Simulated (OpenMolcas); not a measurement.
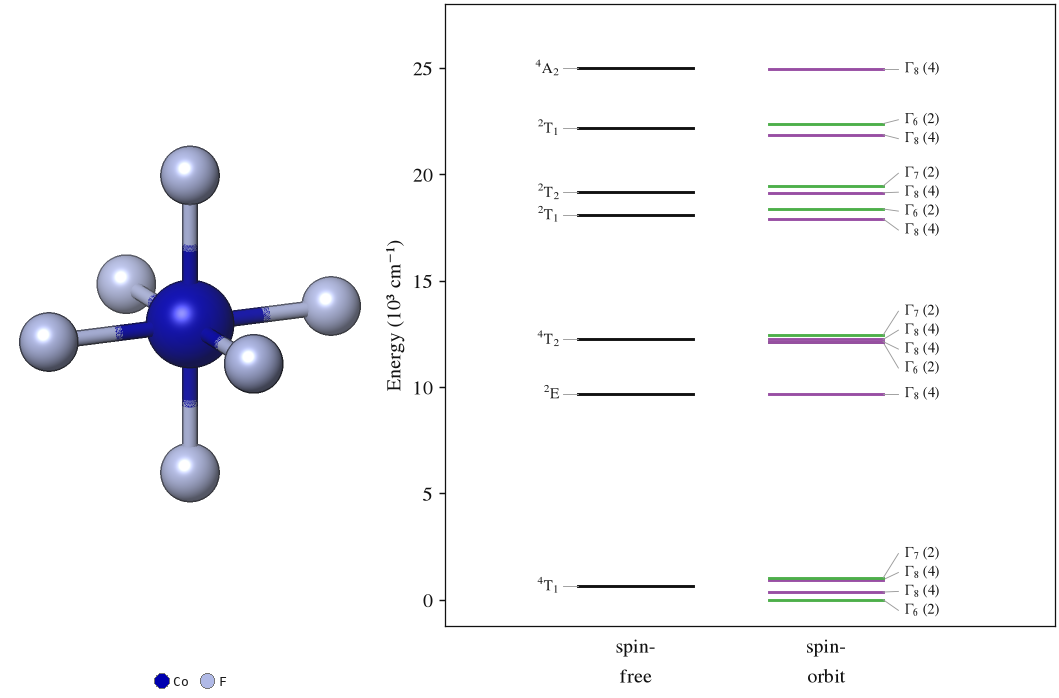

Co²⁺ (3d⁷) as a dopant in KZnF₃, a cluster with its 6 nearest F⁻ at 1.910 Å (octahedron) embedded in model potentials and point charges; the geometry was set, not optimised, and its levels. Labels give the representation in O, Td, D4 or D3 as the site allows (double group for half-integer spin) where it could be assigned and, in brackets, the degeneracy; spin-free states, where drawn, share the zero of the spin-orbit levels. Level of the calculation: state-averaged SS-CASPT2, IPEA shift 0.25, imaginary shift 0.1 hartree, closed shells 3s 3p correlated, active space 7 electrons in the shell 3d, basis ANO-RCC-VDZP on all atoms, DKH2 scalar Hamiltonian, spin-orbit coupling by RASSI with atomic mean-field integrals (OpenMolcas).

> Describe the ground state and the low levels.

The ground level is Γ₆, a Kramers doublet, 100 % from states of spin multiplicity 4. Its principal g values are 4.36, 4.36 and 4.36, isotropic. The next level lies at 360 cm⁻¹ (Γ₈). The lowest spin-free state is ⁴T₁, from the free-ion F term; of the same spin there follow at 11,600 cm⁻¹ (⁴T₂) and 24,300 cm⁻¹ (⁴A₂) above it.

Note: small active space favours high spin, ground spin may be wrong; single d shell for a late 3d ion, CASPT2 field may be too large; the geometry is set by hand, with no relaxation and no charge compensation.
